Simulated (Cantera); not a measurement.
Charge: 1 mol TEOS, 1.1 mol CO2, 0.2 mol H2, held at 1473 K.

Cantera equilibrium calculation (NASA polynomials, part measured and part estimated; ideal gas, pure solids and liquids). Candidate condensed phases: C, C6H6, C7H8, C8H18, H2O, Si, SiC, SiO2; 123 gas species. The feed counts by its element totals alone. The tables hold silica as quartz up to 1696 K and as liquid above; real silica turns to tridymite and cristobalite and melts near 1996 K. Rates play no part.

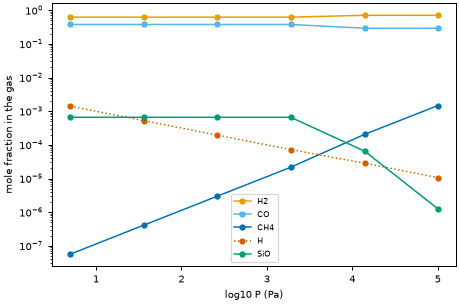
Fig. 1. Equilibrium gas composition (values under 1e-9 drawn at 1e-9)

### Question
Read off the mole fractions at 1.00 bar.

### Answer
H2 about 0.71, CO about 0.29, CH4 about 0.0015, H about 1.1e-5, SiO about 1.3e-6.
